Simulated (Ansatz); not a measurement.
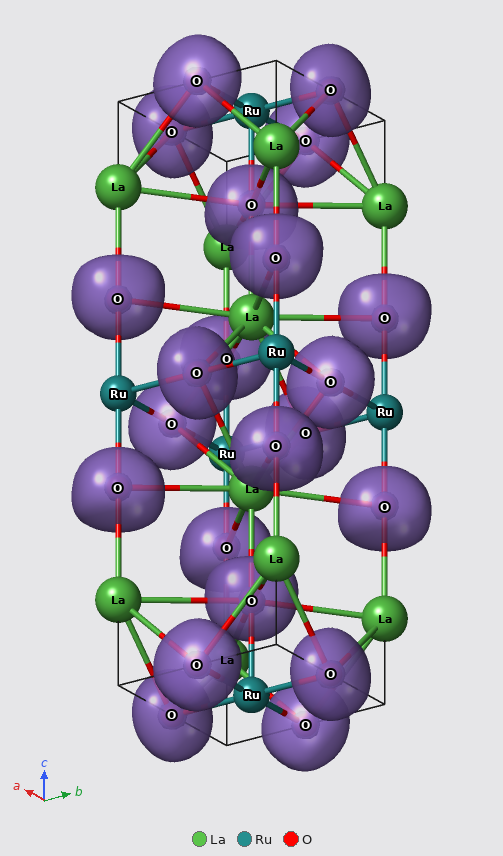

Figure 1: La2RuO4. Isosurface of the ELF at 0.6 (purple), seen at an oblique angle. Core shells are left out. Sticks mark near contacts.

Space group I4/mmm; built by placing these elements on a known structure type; not relaxed (largest force 1.3 eV/Å); computed pressure about 3 GPa in this cell; computed without spin polarisation.

All numbers below come from Ansatz, DFT, PAW plane waves, PBE.

### Identify the bonds, lone pairs and shells in this picture.

The surface consists of eight regions wrapped around O (the valence shell of each), counted in one cell of 14 atoms. Regions shared between cells count once. Along the contacts the grid gives the following. Ru–O (1.95 Å): the ELF peaks at about 0.80 in the valence shell of O, 0.6 Å from its nucleus, and is about 0.15 at the midpoint; no shared electron pair shows on this line. La–O (2.46 Å): the ELF is about 0.20 at the midpoint; a closed-shell, largely ionic contact.

### What Bader charges does the calculation give?

Electrons move from La and Ru towards O. Bader charges: La +1.83, Ru +1.36 and O −1.32 to −1.20 e.
